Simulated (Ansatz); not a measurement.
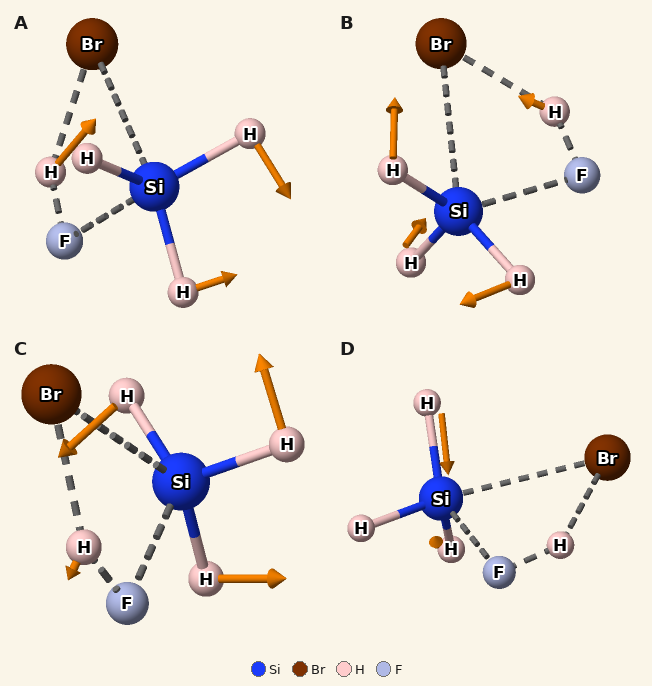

4 normal modes of one molecule or complex, as arrows. Broken sticks mark bonds that form or break. Harmonic vibrations computed with RKS PBE0-D4/def2-TZVP (Ansatz 0.2.0) at a stationary point of the same level. It is a saddle point of order 1.

**Match the panels to the wavenumbers 149 cm⁻¹, 719 cm⁻¹, 1053 cm⁻¹, 2249 cm⁻¹.**

A: 1053 cm⁻¹
B: 719 cm⁻¹
C: 149 cm⁻¹
D: 2249 cm⁻¹
